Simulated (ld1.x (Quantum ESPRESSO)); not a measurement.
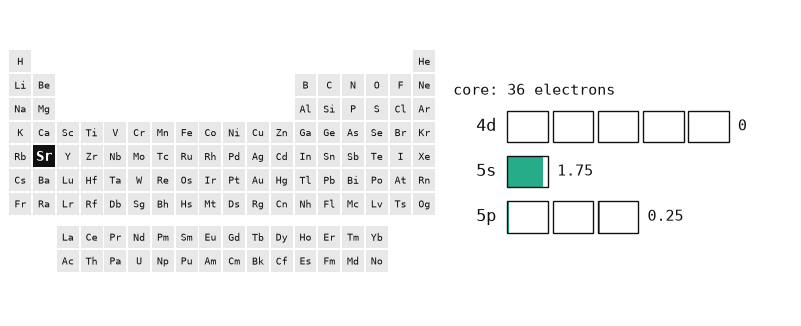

Left, the place of strontium in the periodic table; right, the valence shells of the reference configuration: a box for each of the 2l + 1 orbitals, shaded by the share of the shell that is filled, with the electron count at the right.

# Pseudopotential generation for Sr (part 1 of 2)

- system: strontium (Sr, Z = 38), core [Kr], reference valence 4d0 5s1.75 5p0.25, valence charge 2.
- method: TM potential, LDA (PZ), scalar-relativistic, made with ld1.x (Quantum ESPRESSO) 7.5

The input:
```
 &input
   title='Sr', zed=38., rel=1, dft='PZ', iswitch=3,
   config='[Kr] 4d0 5s1.75 5p0.25',
   nld=3, rlderiv=4.30, eminld=-2.0, emaxld=5.0, deld=0.02
 /
 &inputp
   pseudotype=2, tm=.true., lloc=0,
   nlcc=.true., rcore=3.26,
   file_pseudopw='Sr.UPF', file_wfcaegen='ae.wfc', file_wfcncgen='nc.wfc', file_beta='beta', file_chi='chi'
 /
3
5P  2  1   0.25   0.00  3.95  3.95  0.0
4D  3  2   0.00   0.00  3.20  3.20  0.0
5S  1  0   1.75   0.00  3.35  3.35  0.0
 &test
   configts(1)='4d0 5s1.75 5p0.25'
 /
```

Input of the test run:
```
 &input
   title='Sr', zed=38., rel=1, dft='PZ', iswitch=2,
   config='[Kr] 4d0 5s1.75 5p0.25'
 /
 &test
   file_pseudo='Sr.UPF', nconf=10,
   configts(1)='4d0 5s1.75 5p0.25',
   configts(2)='4d0 5s2 5p0',
   configts(3)='4d0 5s1 5p0',
   configts(4)='4d0 5s1.5 5p0',
   configts(5)='4d0 5s1 5p1',
   configts(6)='4d0 5s0 5p2',
   configts(7)='4d1 5s1 5p0',
   configts(8)='4d0.5 5s1.5 5p0',
   configts(9)='4d0 5s1.75 5p0.25', lsdts(9)=1,
   configts(10)='4d0 5s1 5p0', lsdts(10)=1
 /
```

Hardware: 1 CPU thread, shared host.

Launched with:
```bash
ld1.x < Sr.in > Sr.out
```

Log:
```
     Program LD1 v.7.5
     --------------------------- All-electron run ----------------------------

     Sr
     scalar relativistic calculation

     atomic number is 38.00
     dft =PZ   lsd =0 sic =0 latt =0  beta=0.20 tr2=1.0E-14
     Exchange-correlation= PZ
                           (   1   1   0   0   0   0   0)
     mesh =1221 r(mesh) = 100.72700 a.u. xmin = -7.00 dx = 0.01250
     1 Ry =  13.60569312 eV, c = 137.03599908

     n l     nl                  e(Ry)          e(Ha)          e(eV)
     1 0     1S 1( 2.00)     -1169.6039      -584.8020    -15913.2723
     2 0     2S 1( 2.00)      -158.4269       -79.2134     -2155.5078
     2 1     2P 1( 6.00)      -140.8962       -70.4481     -1916.9910
     3 0     3S 1( 2.00)       -24.4791       -12.2395      -333.0546
     3 1     3P 1( 6.00)       -18.8228        -9.4114      -256.0972
     4 0     4S 1( 2.00)        -3.0322        -1.5161       -41.2555
     4 1     4P 1( 6.00)        -1.7046        -0.8523       -23.1923
     3 2     3D 1(10.00)        -9.4506        -4.7253      -128.5825
     4 2     4D 1( 0.00)        -0.1209        -0.0604        -1.6448
     5 0     5S 1( 1.75)        -0.2815        -0.1408        -3.8301
     5 1     5P 1( 0.25)        -0.1085        -0.0542        -1.4756

     final scf error:  9.4E-15 reached in  28 iterations

     Etot =   -6351.585587 Ry,   -3175.792794 Ha,  -86417.724342 eV

     Ekin =    6511.397516 Ry,    3255.698758 Ha,   88592.076401 eV
     Encl =  -15303.376047 Ry,   -7651.688024 Ha, -208213.038246 eV
     Eh   =    2642.757771 Ry,    1321.378885 Ha,   35956.551230 eV
     Exc  =    -202.364826 Ry,    -101.182413 Ha,   -2753.313726 eV

     normalization and overlap integrals

     s(1S/1S) =  1.000000  <r> =   0.0392  <r2> =    0.0021  r(max) =   0.0257
     s(2S/2S) =  1.000000  <r> =   0.1727  <r2> =    0.0352  r(max) =   0.1459
     s(2P/2P) =  1.000000  <r> =   0.1505  <r2> =    0.0277  r(max) =   0.1165
     s(3S/3S) =  1.000000  <r> =   0.4931  <r2> =    0.2792  r(max) =   0.4382
     s(3P/3P) =  1.000000  <r> =   0.4992  <r2> =    0.2911  r(max) =   0.4328
     s(4S/4S) =  1.000000  <r> =   1.3555  <r2> =    2.0915  r(max) =   1.1911
     s(4P/4P) =  1.000000  <r> =   1.5683  <r2> =    2.8412  r(max) =   1.3164
     s(3D/3D) =  1.000000  <r> =   0.4986  <r2> =    0.3033  r(max) =   0.3772
     s(4D/4D) =  1.000000  <r> =   3.3801  <r2> =   14.7392  r(max) =   2.1434
     s(5S/5S) =  1.000000  <r> =   4.2467  <r2> =   20.5837  r(max) =   3.5784
     s(5P/5P) =  1.000000  <r> =   5.8155  <r2> =   38.9486  r(max) =   4.8303

     ------------------------ End of All-electron run ------------------------

     --------------------- Generating NC pseudopotential ---------------------

      Generating local pot.: lloc=0, matching radius rcloc =   3.3500

      Computing core charge for nlcc:

       r > 3.28 : true rho core
       r < 3.28 : rho core = a sin(br)/r    a=   0.18  b=   0.86

      Integrated core pseudo-charge :   0.81

      Wfc   5P  rcut= 3.906  Using Troullier-Martins method

      Wfc   4D  rcut= 3.198  Using Troullier-Martins method

     ------------------- End of pseudopotential generation -------------------

     --------------------------- All-electron run ----------------------------

     Sr
     scalar relativistic calculation

     atomic number is 38.00
     dft =PZ   lsd =0 sic =0 latt =0  beta=0.20 tr2=1.0E-14
     Exchange-correlation= PZ
                           (   1   1   0   0   0   0   0)
     mesh =1221 r(mesh) = 100.72700 a.u. xmin = -7.00 dx = 0.01250
     1 Ry =  13.60569312 eV, c = 137.03599908

     n l     nl                  e(Ry)          e(Ha)          e(eV)
     1 0     1S 1( 2.00)     -1169.6039      -584.8020    -15913.2723
     2 0     2S 1( 2.00)      -158.4269       -79.2134     -2155.5078
     2 1     2P 1( 6.00)      -140.8962       -70.4481     -1916.9910
     3 0     3S 1( 2.00)       -24.4791       -12.2395      -333.0546
     3 1     3P 1( 6.00)       -18.8228        -9.4114      -256.0972
     4 0     4S 1( 2.00)        -3.0322        -1.5161       -41.2555
     4 1     4P 1( 6.00)        -1.7046        -0.8523       -23.1923
     3 2     3D 1(10.00)        -9.4506        -4.7253      -128.5825
     4 2     4D 1( 0.00)        -0.1209        -0.0604        -1.6448
     5 0     5S 1( 1.75)        -0.2815        -0.1408        -3.8301
     5 1     5P 1( 0.25)        -0.1085        -0.0542        -1.4756

     final scf error:  9.4E-15 reached in  28 iterations

     Etot =   -6351.585587 Ry,   -3175.792794 Ha,  -86417.724342 eV

     Ekin =    6511.397516 Ry,    3255.698758 Ha,   88592.076401 eV
     Encl =  -15303.376047 Ry,   -7651.688024 Ha, -208213.038246 eV
     Eh   =    2642.757771 Ry,    1321.378885 Ha,   35956.551230 eV
     Exc  =    -202.364826 Ry,    -101.182413 Ha,   -2753.313726 eV

     normalization and overlap integrals

     s(1S/1S) =  1.000000  <r> =   0.0392  <r2> =    0.0021  r(max) =   0.0257
     s(2S/2S) =  1.000000  <r> =   0.1727  <r2> =    0.0352  r(max) =   0.1459
     s(2P/2P) =  1.000000  <r> =   0.1505  <r2> =    0.0277  r(max) =   0.1165
     s(3S/3S) =  1.000000  <r> =   0.4931  <r2> =    0.2792  r(max) =   0.4382
     s(3P/3P) =  1.000000  <r> =   0.4992  <r2> =    0.2911  r(max) =   0.4328
     s(4S/4S) =  1.000000  <r> =   1.3555  <r2> =    2.0915  r(max) =   1.1911
     s(4P/4P) =  1.000000  <r> =   1.5683  <r2> =    2.8412  r(max) =   1.3164
     s(3D/3D) =  1.000000  <r> =   0.4986  <r2> =    0.3033  r(max) =   0.3772
     s(4D/4D) =  1.000000  <r> =   3.3801  <r2> =   14.7392  r(max) =   2.1434
     s(5S/5S) =  1.000000  <r> =   4.2467  <r2> =   20.5837  r(max) =   3.5784
     s(5P/5P) =  1.000000  <r> =   5.8155  <r2> =   38.9486  r(max) =   4.8303

     ------------------------ End of All-electron run ------------------------

     Computing logarithmic derivative in   4.28956
     Computing logarithmic derivative in   4.28956
     Computing the partial wave expansion
       no projector for channel:   0
     R is outside the sphere for l=    1 j= 0.00
     R is outside the sphere for l=    2 j= 0.00

     ---------------------- Testing the pseudopotential ----------------------

     Sr
     scalar relativistic calculation

     atomic number is 38.00   valence charge is  2.00
     dft =PZ   lsd =0 sic =0 latt =0  beta=0.20 tr2=1.0E-14
     mesh =1221 r(mesh) = 100.72700 xmin = -7.00 dx = 0.01250

     n l     nl             e AE (Ry)        e PS (Ry)    De AE-PS (Ry)
     3 2     4D   1( 0.00)       -0.12089       -0.12089       -0.00000
     1 0     5S   1( 1.75)       -0.28151       -0.28151        0.00000
     2 1     5P   1( 0.25)       -0.10846       -0.10846       -0.00000

     eps = 6.7E-15  iter =  8

     Etot =   -6351.585587 Ry,   -3175.792794 Ha,  -86417.724342 eV
     Etotps =    -1.481709 Ry,      -0.740855 Ha,     -20.159684 eV

     Ekin =       0.304429 Ry,       0.152214 Ha,       4.141963 eV
     Encl =      -1.793273 Ry,      -0.896637 Ha,     -24.398724 eV
     Ehrt =       0.812242 Ry,       0.406121 Ha,      11.051112 eV
     Ecxc =      -0.811314 Ry,      -0.405657 Ha,     -11.038492 eV
     (Ecc =      -0.257140 Ry,      -0.128570 Ha,      -3.498565 eV)
     Epseu=       0.006207 Ry,       0.003104 Ha,       0.084457 eV

     ---------------------- End of pseudopotential test ----------------------
```

Output of the test run (extracts):
```
     ---------------------- Testing the pseudopotential ----------------------

     Sr
     scalar relativistic calculation

     atomic number is 38.00   valence charge is  2.00
     dft =PZ   lsd =0 sic =0 latt =0  beta=0.20 tr2=1.0E-14
     mesh =1221 r(mesh) = 100.72700 xmin = -7.00 dx = 0.01250

     n l     nl             e AE (Ry)        e PS (Ry)    De AE-PS (Ry)
     3 2     4D   1( 0.00)       -0.12089       -0.12089       -0.00000
     1 0     5S   1( 1.75)       -0.28151       -0.28151        0.00000
     2 1     5P   1( 0.25)       -0.10846       -0.10846       -0.00000

     eps = 6.0E-15  iter =  8

     Etot =   -6351.585587 Ry,   -3175.792794 Ha,  -86417.724342 eV
     Etotps =    -1.481709 Ry,      -0.740855 Ha,     -20.159684 eV

     Ekin =       0.304429 Ry,       0.152214 Ha,       4.141963 eV
     Encl =      -1.793273 Ry,      -0.896637 Ha,     -24.398724 eV
     Ehrt =       0.812242 Ry,       0.406121 Ha,      11.051112 eV
     Ecxc =      -0.811314 Ry,      -0.405657 Ha,     -11.038492 eV
     (Ecc =      -0.257140 Ry,      -0.128570 Ha,      -3.498565 eV)
     Epseu=       0.006207 Ry,       0.003104 Ha,       0.084457 eV

     ---------------------- End of pseudopotential test ----------------------

     ---------------------- Testing the pseudopotential ----------------------

     Sr
     scalar relativistic calculation

     atomic number is 38.00   valence charge is  2.00
     dft =PZ   lsd =0 sic =0 latt =0  beta=0.20 tr2=1.0E-14
     mesh =1221 r(mesh) = 100.72700 xmin = -7.00 dx = 0.01250

     n l     nl             e AE (Ry)        e PS (Ry)    De AE-PS (Ry)
     3 2     4D   1( 0.00)       -0.10328       -0.10329        0.00001
     1 0     5S   1( 2.00)       -0.26795       -0.26796        0.00001
     2 1     5P   1( 0.00)       -0.09705       -0.09710        0.00005

     eps = 3.1E-15  iter = 13

     Etot =   -6351.628563 Ry,   -3175.814281 Ha,  -86418.309059 eV
     Etotps =    -1.524683 Ry,      -0.762342 Ha,     -20.744369 eV
     dEtot_ae =      -0.042976 Ry
     dEtot_ps =      -0.042974 Ry,   Delta E=      -0.000002 Ry

     Ekin =       0.296195 Ry,       0.148097 Ha,       4.029938 eV
     Encl =      -1.830844 Ry,      -0.915422 Ha,     -24.909905 eV
     Ehrt =       0.842334 Ry,       0.421167 Ha,      11.460533 eV
     Ecxc =      -0.832367 Ry,      -0.416184 Ha,     -11.324936 eV
     (Ecc =      -0.257140 Ry,      -0.128570 Ha,      -3.498565 eV)

     ---------------------- End of pseudopotential test ----------------------

     ---------------------- Testing the pseudopotential ----------------------

     Sr
     scalar relativistic calculation

     atomic number is 38.00   valence charge is  2.00
     dft =PZ   lsd =0 sic =0 latt =0  beta=0.20 tr2=1.0E-14
     mesh =1221 r(mesh) = 100.72700 xmin = -7.00 dx = 0.01250

     n l     nl             e AE (Ry)        e PS (Ry)    De AE-PS (Ry)
     3 2     4D   1( 0.00)       -0.51418       -0.51221       -0.00198
     1 0     5S   1( 1.00)       -0.63115       -0.63080       -0.00035
     2 1     5P   1( 0.00)       -0.40844       -0.40842       -0.00002

     eps = 7.3E-15  iter =  8

     Etot =   -6351.182909 Ry,   -3175.591455 Ha,  -86412.245632 eV
     Etotps =    -1.079157 Ry,      -0.539579 Ha,     -14.682681 eV
     dEtot_ae =       0.402678 Ry
     dEtot_ps =       0.402552 Ry,   Delta E=       0.000125 Ry

     Ekin =       0.187632 Ry,       0.093816 Ha,       2.552866 eV
     Encl =      -0.956701 Ry,      -0.478351 Ha,     -13.016582 eV
     Ehrt =       0.233091 Ry,       0.116546 Ha,       3.171370 eV
     Ecxc =      -0.543180 Ry,      -0.271590 Ha,      -7.390335 eV
     (Ecc =      -0.257140 Ry,      -0.128570 Ha,      -3.498565 eV)

     ---------------------- End of pseudopotential test ----------------------

     ---------------------- Testing the pseudopotential ----------------------

     Sr
     scalar relativistic calculation

     atomic number is 38.00   valence charge is  2.00
     dft =PZ   lsd =0 sic =0 latt =0  beta=0.20 tr2=1.0E-14
     mesh =1221 r(mesh) = 100.72700 xmin = -7.00 dx = 0.01250

     n l     nl             e AE (Ry)        e PS (Ry)    De AE-PS (Ry)
     3 2     4D   1( 0.00)       -0.29834       -0.29776       -0.00059
     1 0     5S   1( 1.50)       -0.44374       -0.44359       -0.00015
     2 1     5P   1( 0.00)       -0.24635       -0.24630       -0.00005

     eps = 2.0E-16  iter =  9

     Etot =   -6351.451231 Ry,   -3175.725616 Ha,  -86415.896340 eV
     Etotps =    -1.347375 Ry,      -0.673687 Ha,     -18.331966 eV
     dEtot_ae =       0.134356 Ry
     dEtot_ps =       0.134335 Ry,   Delta E=       0.000021 Ry

     Ekin =       0.252386 Ry,       0.126193 Ha,       3.433892 eV
     Encl =      -1.408807 Ry,      -0.704403 Ha,     -19.167790 eV
     Ehrt =       0.500069 Ry,       0.250034 Ha,       6.803782 eV
     Ecxc =      -0.691023 Ry,      -0.345512 Ha,      -9.401850 eV
     (Ecc =      -0.257140 Ry,      -0.128570 Ha,      -3.498565 eV)

     ---------------------- End of pseudopotential test ----------------------

     ---------------------- Testing the pseudopotential ----------------------

     Sr
     scalar relativistic calculation

     atomic number is 38.00   valence charge is  2.00
     dft =PZ   lsd =0 sic =0 latt =0  beta=0.20 tr2=1.0E-14
     mesh =1221 r(mesh) = 100.72700 xmin = -7.00 dx = 0.01250

     n l     nl             e AE (Ry)        e PS (Ry)    De AE-PS (Ry)
     3 2     4D   1( 0.00)       -0.17097       -0.17075       -0.00021
     1 0     5S   1( 1.00)       -0.31861       -0.31856       -0.00005
     2 1     5P   1( 1.00)       -0.13750       -0.13736       -0.00015

     eps = 3.4E-16  iter =  9

     Etot =   -6351.452820 Ry,   -3175.726410 Ha,  -86415.917948 eV
     Etotps =    -1.348906 Ry,      -0.674453 Ha,     -18.352799 eV
     dEtot_ae =       0.132768 Ry
     dEtot_ps =       0.132804 Ry,   Delta E=      -0.000036 Ry

     Ekin =       0.334922 Ry,       0.167461 Ha,       4.556841 eV
     Encl =      -1.691121 Ry,      -0.845560 Ha,     -23.008872 eV
     Ehrt =       0.736783 Ry,       0.368392 Ha,      10.024448 eV
     Ecxc =      -0.756610 Ry,      -0.378305 Ha,     -10.294208 eV
     (Ecc =      -0.257140 Ry,      -0.128570 Ha,      -3.498565 eV)
     Epseu=       0.027120 Ry,       0.013560 Ha,       0.368993 eV

     ---------------------- End of pseudopotential test ----------------------
```

(Continued in part 2.) Outcome of the run: generated.
